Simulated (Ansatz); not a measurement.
# AsH₄− (singlet): wave-function methods side by side at a displaced geometry (v2), aug-cc-pVDZ

How much of the correlation energy of AsH₄− (singlet) does each wave-function method recover here?

Program: Ansatz 0.2.0, Gaussian basis. Level of theory: aug-cc-pVDZ, core rule «outside noble gas», up to 14 orbitals frozen. These are calculated values, not measurements.

The runs, in order: UHF; CCSD(T) on RHF; BCCD(T) on RHF; CISD; CCSDT(Q) on RHF; CASSCF and MRCISD+Q, 10 electrons in 8 orbitals; CASSCF and NEVPT2, 10 electrons in 8 orbitals.

12 further runs of the same task are left out: 4 that didn't finish, 8 set aside as unsound or not needed.

### Step 1. The system

The geometry is a PBE0/def2-TZVPD stationary point (not a proven minimum) with its atoms shifted at random (size 0.100 Å). No spin-orbit coupling is included. The filled d shell of As may be among the frozen orbitals whatever the setting's name suggests; the logs give the count.

5 atoms, charge -1, spin multiplicity 1.

Atoms are counted from 1 here; the program's logs count them from 0.

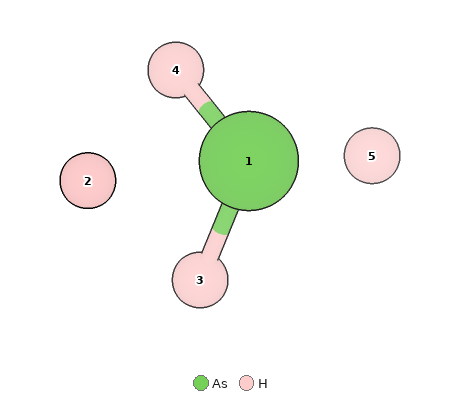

The geometry (arsenic green, hydrogen pink); atoms are numbered from 1 in the order of the file.

Coordinates:

```
As    0.0366    0.0025    0.0006
H    -0.3746    0.0108    1.8421
H    -1.0574   -1.1610    0.0040
H    -0.9743    1.0626    0.0222
H    -0.3179   -0.0960   -1.9107
```

### Step 2. UHF

Input file in.yaml:

```yaml
crystal:
  periodic: [false, false, false]
  atoms:
    - {symbol: As, position_ang: [0.036647, 0.002470, 0.000570]}
    - {symbol: H, position_ang: [-0.374551, 0.010843, 1.842135]}
    - {symbol: H, position_ang: [-1.057365, -1.161018, 0.003983]}
    - {symbol: H, position_ang: [-0.974256, 1.062590, 0.022197]}
    - {symbol: H, position_ang: [-0.317880, -0.095983, -1.910658]}
basis:
  gaussian: {orbitals: aug-cc-pVDZ}
total_charge: -1
magnetization: {spin_polarized: true, initial_magnetization: 0}
hamiltonian: {xc: hf}
output: {orbitals: {seedname: orbitals}}
```

Started as:

```sh
$ ansatz run in.yaml --threads 1 --pin off --events-out ev --progress --plain --max-ram 2393MiB
```

Further steps of the session: CCSD(T) on RHF; BCCD(T) on RHF; CISD; CCSDT(Q) on RHF; CASSCF and MRCISD+Q, 10 electrons in 8 orbitals; CASSCF and NEVPT2, 10 electrons in 8 orbitals.

**Question.** What will the summary of the whole plan be? Wanted: RCCSDT(Q) below the RHF energy; RMP2 from RCCSDT(Q); RCCSD from RCCSDT(Q); RCCSD(T) from RCCSDT(Q); NEVPT2 valence from RCCSDT(Q); MRCISD+Q valence from RCCSDT(Q); T1 diagnostic; effectively unpaired electrons.

**Answer**, as computed:

| quantity | value |
| --- | --- |
| RCCSDT(Q) below the RHF energy | -5.8554 eV |
| RMP2 from RCCSDT(Q) | +27.66 kcal/mol |
| RCCSD from RCCSDT(Q) | +5.22 kcal/mol |
| RCCSD(T) from RCCSDT(Q) | +0.89 kcal/mol |
| NEVPT2 valence from RCCSDT(Q) | +28.26 kcal/mol |
| MRCISD+Q valence from RCCSDT(Q) | +0.89 kcal/mol |
| levels within 1 kcal/mol (43 meV) | RCCSD(T), BCCD(T), RCCSDT, MRCISD+Q valence |
| T1 diagnostic | 0.019 |
| effectively unpaired electrons | 0.03 |

What this shows: RCCSD(T) misses by +0.89 kcal/mol, 0.7 % of the correlation energy. One determinant dominates. Of the multireference levels listed MRCISD+Q valence comes nearest in total energy (+0.89 kcal/mol), which doesn't show that its space is the better one. These misses are within one basis, not against nature.
